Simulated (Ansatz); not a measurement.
| atom | x (Å) | y (Å) | z (Å) |
| --- | --- | --- | --- |
| O | -0.4961 | -1.8621 | -0.4229 |
| W | 0.1721 | -0.3124 | -0.2312 |
| O | 1.6119 | -0.4731 | 0.6538 |
| O | -1.0426 | 0.7466 | 0.7202 |
| Cl | 0.6427 | 0.5657 | -2.2664 |
| H | -0.8458 | 1.2713 | 1.5002 |

Geometry: PBE0-D4/def2-TZVP; core potentials replace the inner electrons of W.

These are results of RKS PBE0-D4/def2-TZVPP (Ansatz 0.2.0), not measurements.

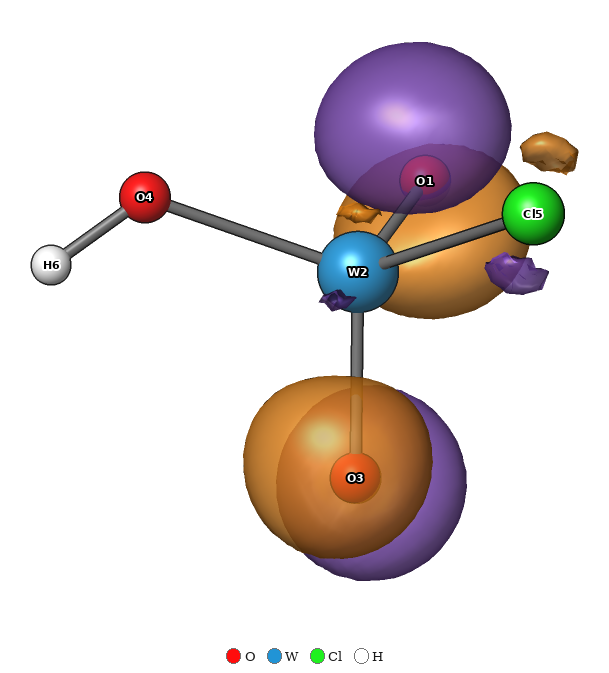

ClHO3W. The HOMO at ±0.15 Å⁻³ᐟ² (orange and purple are the two phases), seen from one side.

Q: Describe this orbital and give its energy.

A: It lies mainly on O1 (about 45 %) and O3 (about 40 %); largely a combination of lone pairs on O1 and O3. Its energy is −9.33 eV.
